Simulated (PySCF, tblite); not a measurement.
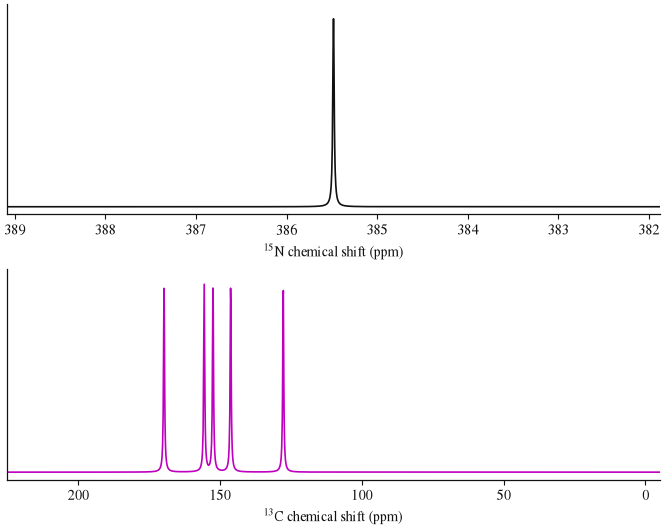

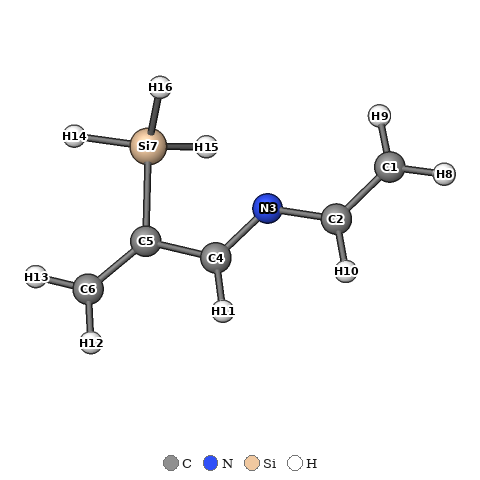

Spectrum and numbered structure of C₅H₉NSi, SMILES C=C/N=C/C(=C)[SiH3]. GIAO shifts, PBE0/pcSseg-1, PySCF 2.14.0, at a GFN2-xTB geometry (a minimum by its frequencies), against NH₃ for ¹⁵N and TMS for ¹³C computed at the same level (¹⁵N: a single molecule, while the usual scales start at liquid NH₃ or nitromethane; multiply bonded nitrogen can come out tens of ppm too deshielded). Gas phase, fully decoupled, line heights follow the number of nuclei, widths are arbitrary (no quadrupolar broadening); values of one conformer, averaged over methyl-type rotors and exact or near symmetry; other conformers aren't averaged in.

**Where does the ¹⁵N line lie?**

At 385.5 ppm (N3).

**Which ¹³C nuclei are the least shielded, and which the most?**

Least shielded: C4 at 169.7 ppm. Most shielded: C1 at 127.7 ppm.

Caveats: the tight-binding geometry is rougher than a DFT one and adds to the error.
